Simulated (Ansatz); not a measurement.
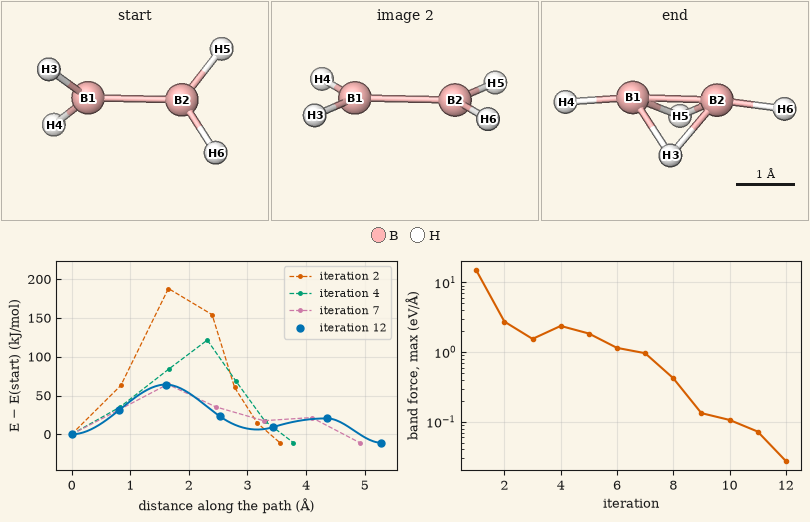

A nudged-elastic-band calculation for B$_{2}$H$_{4}$. Images are numbered from 0 (start) to 6 (end). The plot follows the band through its iterations. Style: ball-and-stick. Shown at a tilt.

These are results of UKS PBE0-D4/def2-SVP (Ansatz 0.2.0), not measurements. Set-up: 5 movable images; climbing image; force threshold 0.05 eV/Å; iteration limit 60; starting path through a guess of the saddle point.

**Did the band converge, and can the barrier be trusted?**

The run is converged, with reservations. The band converged in 12 iterations. The largest component of the band force went from 15 to 0.027 eV/Å. The climbing image converged on the top of the path. Its vibrational analysis gives one imaginary mode (603i cm⁻¹), as a transition state must have. The first iteration put the highest image at 373.9 kJ/mol. Forward barrier 64.1 kJ/mol, backward barrier 75.0 kJ/mol, with image 2 at the top; the reaction energy is −10.8 kJ/mol. The profile has 2 maxima (images 2, 5) with a dip at image 4 (+9.4 kJ/mol), so the process runs in steps.
